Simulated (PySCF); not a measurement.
```yaml
atoms:
  - { symbol: C, position_ang: [3.6807, -0.6137, -0.6330] }
  - { symbol: C, position_ang: [2.9858, 0.4738, -0.3628] }
  - { symbol: C, position_ang: [1.9686, 0.5726, 0.7372] }
  - { symbol: C, position_ang: [0.6451, 0.9757, 0.1755] }
  - { symbol: C, position_ang: [-0.4518, 0.2212, 0.2295] }
  - { symbol: C, position_ang: [-1.7341, 0.6121, -0.3257] }
  - { symbol: C, position_ang: [-1.7994, 1.8600, -0.9996] }
  - { symbol: N, position_ang: [-1.8864, 2.8620, -1.5508] }
  - { symbol: C, position_ang: [-2.8593, -0.1266, -0.2448] }
  - { symbol: Si, position_ang: [-3.0271, -1.8019, 0.5961] }
  - { symbol: H, position_ang: [3.5633, -1.5200, -0.0614] }
  - { symbol: H, position_ang: [4.4010, -0.6456, -1.4324] }
  - { symbol: H, position_ang: [3.1143, 1.3719, -0.9523] }
  - { symbol: H, position_ang: [2.2981, 1.3406, 1.4461] }
  - { symbol: H, position_ang: [1.8895, -0.3793, 1.2647] }
  - { symbol: H, position_ang: [0.6163, 1.9396, -0.3180] }
  - { symbol: H, position_ang: [-0.4333, -0.7453, 0.7152] }
  - { symbol: H, position_ang: [-3.7483, 0.2896, -0.7042] }
  - { symbol: H, position_ang: [-4.4202, -2.2216, 0.4551] }
  - { symbol: H, position_ang: [-2.1363, -2.7709, -0.0486] }
  - { symbol: H, position_ang: [-2.6754, -1.6770, 2.0139] }
```

Geometry: GFN2-xTB.

Method: PBE0/pcSseg-1, SCF density, gas phase, non-relativistic (PySCF).

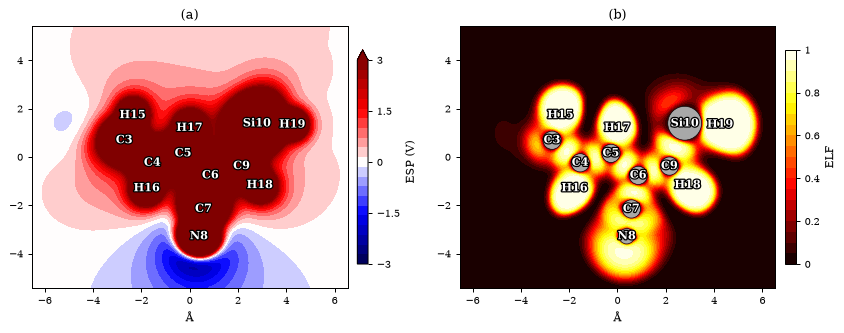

C8H11NSi (SMILES C=CC/C=C/C(C#N)=C\[SiH3]). (a) molecular electrostatic potential; (b) ELF on the plane of atoms C7, C6 and C9. Grey discs cover the atomic cores in the ELF map.

Q: What do the fields say about this system?

A: The section cuts through C, N, Si and H sites.
C–N (1.15 Å): the ELF peaks at about 0.85 between the atoms; a multiple bond.
C–C (1.33 Å): the ELF peaks at about 0.95 between the atoms: a multiple bond.
C–Si (1.88 Å): the ELF peaks at about 0.95 between the atoms, as expected for a shared electron pair.
C–H (1.09 Å): the ELF climbs to about 1 towards the hydrogen, as it does in any bond to H (a covalent bond by its length).
C–C (1.42 Å): the ELF peaks at about 0.95 between the atoms; localised, covalent bonding.
The ELF also peaks beside N8, away from the bonds: lone-pair regions.
Outside the dense part of the molecule the potential is most negative (−2.2 V) near N8.
